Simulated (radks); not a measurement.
## Cs⁺: atomic calculation

Cs⁺ (Z = 55, 54 electrons) in the configuration [Xe]. It sits in a hard spherical wall of radius 1.5 bohr. Computed at this level: scalar-relativistic Kohn-Sham, PBE, spin-polarised, spherical densities, finite nucleus (the in-house radial solver radks).

**The program's output**
```
1s      1   1.0000       -1308.65058551
2s      1   1.0000        -200.08226204
2p      1   3.0000        -178.77150977
3s      1   1.0000         -37.35760077
3p      1   3.0000         -30.51553148
3d      1   5.0000         -20.41086861
4s      1   1.0000          -3.95597536
4p      1   3.0000          -1.81700855
4d      1   5.0000           1.42968044
5s      1   1.0000           6.73125939
5p      1   3.0000           8.28978312
6s      1   0.0000          22.52875236
4f      1   0.0000           5.13454899
5d      1   0.0000          10.63185368
1s      2   1.0000       -1308.65058551
2s      2   1.0000        -200.08226204
2p      2   3.0000        -178.77150977
3s      2   1.0000         -37.35760077
3p      2   3.0000         -30.51553148
3d      2   5.0000         -20.41086861
4s      2   1.0000          -3.95597536
4p      2   3.0000          -1.81700855
4d      2   5.0000           1.42968044
5s      2   1.0000           6.73125939
5p      2   3.0000           8.28978312
6s      2   0.0000          22.52875236
4f      2   0.0000           5.13454899
5d      2   0.0000          10.63185368
Etot -7727.143839723976
Ekin 8408.350552408796
Encl -19229.747554225673
Eh 3295.6026064261478
Exc -201.3494443332473
err 6.148099030478996e-09
it 15
```

**Orbitals**

| orbital | occupation | energy (eV) | ⟨r⟩ (bohr) | outer maximum (bohr) |
| --- | --- | --- | --- | --- |
| 1s up | 1 | −35610.2 | 0.02611 | 0.0168 |
| 1s down | 1 | −35610.2 | 0.02611 | 0.0168 |
| 2s up | 1 | −5444.5 | 0.1122 | 0.0949 |
| 2s down | 1 | −5444.5 | 0.1122 | 0.0949 |
| 2p up | 3 | −4864.6 | 0.09832 | 0.0762 |
| 2p down | 3 | −4864.6 | 0.09832 | 0.0762 |
| 3s up | 1 | −1016.6 | 0.3010 | 0.273 |
| 3s down | 1 | −1016.6 | 0.3010 | 0.273 |
| 3p up | 3 | −830.370 | 0.2995 | 0.268 |
| 3p down | 3 | −830.370 | 0.2995 | 0.268 |
| 3d up | 5 | −555.408 | 0.2771 | 0.222 |
| 3d down | 5 | −555.408 | 0.2771 | 0.222 |
| 4s up | 1 | −107.648 | 0.7081 | 0.661 |
| 4s down | 1 | −107.648 | 0.7081 | 0.661 |
| 4p up | 3 | −49.443 | 0.7414 | 0.697 |
| 4p down | 3 | −49.443 | 0.7414 | 0.697 |
| 4d up | 5 | 38.904 | 0.7824 | 0.752 |
| 4d down | 5 | 38.904 | 0.7824 | 0.752 |
| 4f up | 0 | 139.718 | 0.8143 | 0.808 |
| 4f down | 0 | 139.718 | 0.8143 | 0.808 |
| 5s up | 1 | 183.167 | 0.9251 | 1.12 |
| 5s down | 1 | 183.167 | 0.9251 | 1.12 |
| 5p up | 3 | 225.576 | 0.9088 | 1.14 |
| 5p down | 3 | 225.576 | 0.9088 | 1.14 |
| 5d up | 0 | 289.307 | 0.8718 | 1.16 |
| 5d down | 0 | 289.307 | 0.8718 | 1.16 |
| 6s up | 0 | 613.039 | 0.8772 | 1.27 |
| 6s down | 0 | 613.039 | 0.8772 | 1.27 |

**Slater integrals of the outer shells (hartree)**

```
 integral   value
F0(5p,5p)  0.9849
F2(5p,5p)  0.4787
F0(5p,5s)  0.9745
G1(5p,5s)  0.6285
F0(5p,4d)  1.0438
F2(5p,4d)  0.4835
G1(5p,4d)  0.1632
G3(5p,4d)  0.1811
```

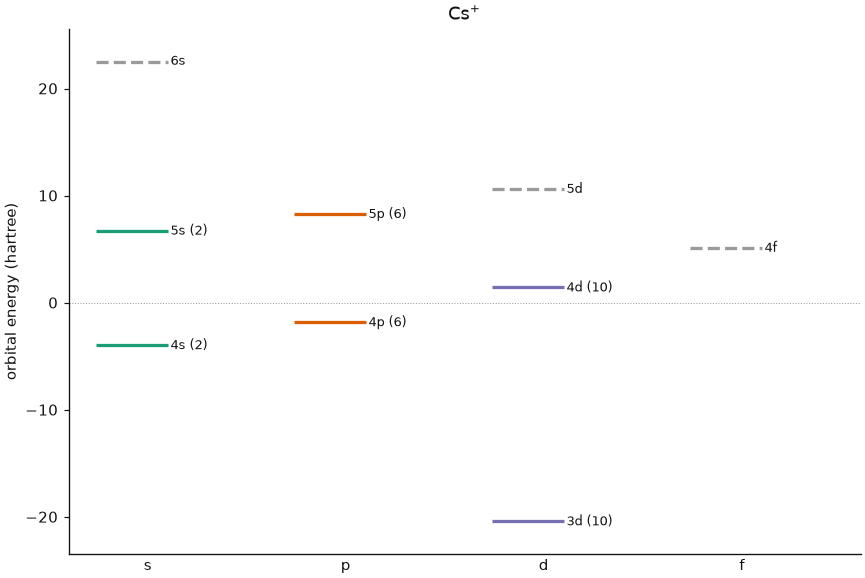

The outer levels are drawn by angular momentum (occupations in brackets, empty levels dashed). The highest occupied level is 5p at 8.29 hartree. The highest 3 occupied levels, from the top down, are 5p (8.29 hartree), 5s (6.73 hartree), 4d (1.43 hartree). The wall pushes the highest level above zero, where only the wall holds the electron in. The order isn't aufbau: the empty 4f level lies under the highest occupied one.

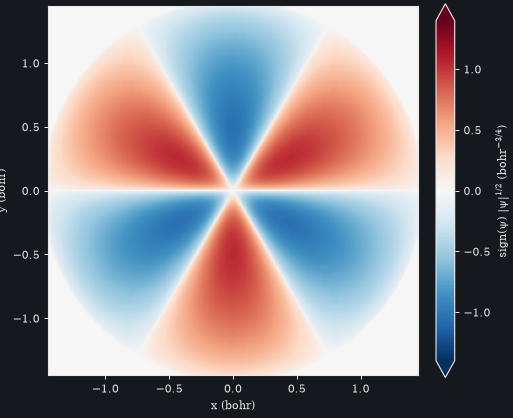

The 4f(y(3x²−y²)) orbital. In the xy plane through the nucleus, the colour gives the signed square root of ψ. The radial function comes from the spherical calculation and is multiplied by a real spherical harmonic; the overall sign is chosen so that the largest lobe of P(r) is positive; at the scalar-relativistic level it is the large component. It has three nodal planes that hold the z axis and no radial node. The maximum of P² lies at 0.808 bohr, ⟨r⟩ = 0.814 bohr, 90 % of the charge lies within 1.15 bohr, and the eigenvalue is 139.7 eV (the orbital is empty).

**The input**
```
Z 55
configuration [Xe] 6s0 4f0 5d0
relativity scalar-relativistic
functional pbe,pbe
spin polarised
nucleus finite rms 4.8041 fm
wall 1.5 bohr
c 137.035999084
```

Energies in input and log are in hartree, lengths in bohr (the nuclear radius in fm).

**Summary**

- outcome: converged
- total energy: −7727.1438 hartree
- kinetic energy: 8408.3506 hartree
- electron–nucleus energy: −19229.7476 hartree
- Hartree energy: 3295.6026 hartree
- exchange–correlation energy: −201.349444 hartree
- radius at density 0.001 e/bohr³: 1.49 bohr
- pressure on the wall: 182000 GPa
- SCF iterations: 15
- hardware: 1 CPU thread, shared host
